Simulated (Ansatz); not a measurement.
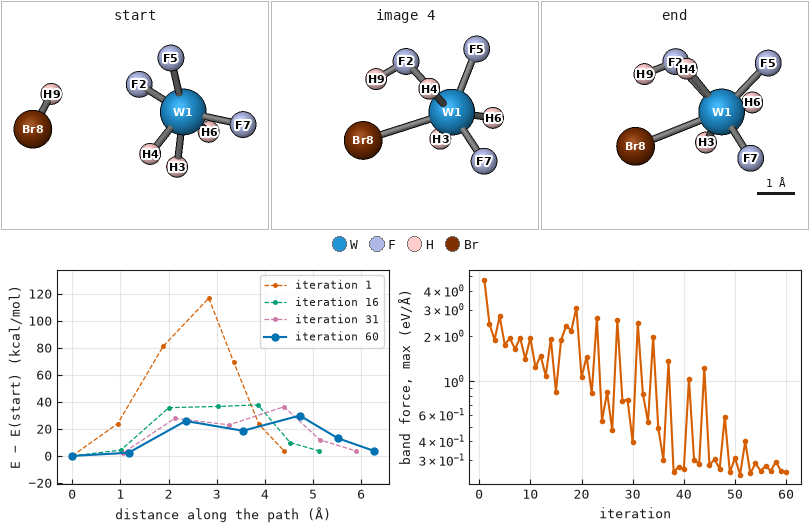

A nudged-elastic-band calculation for WH₄BrF₃, made up at the start of WH3F3 and HBr. Images are numbered from 0 (start) to 6 (end). The plot follows the band through its iterations. A ball-and-stick model, seen from a free direction.

Method: RKS r2SCAN/def2-SVP in Ansatz. Run with 5 movable images; climbing image from the first iteration; force threshold 0.03 eV/Å; iteration limit 60; optimiser L-BFGS; starting path through a guess of the saddle point.

> Did the band converge, and can the barrier be trusted?

The result isn't final. The band hadn't converged when the run stopped after 60 iterations. The largest component of the band force went from 4.8 to 0.25 eV/Å. The barrier read from it is provisional, though the highest image hardly moved in the last two iterations. The first iteration put the highest image at 116.8 kcal/mol. Forward barrier 29.9 kcal/mol, backward barrier 26.2 kcal/mol, with image 4 at the top; the reaction energy is +3.7 kcal/mol. The profile has 2 maxima (images 2, 4) with a dip at image 3 (+18.6 kcal/mol), which on an unconverged band is provisional.

Limits of the set-up: the start holds two separate molecules, 2.4 Å apart at their closest, whose relative position is a soft coordinate and is computed without a dispersion correction.
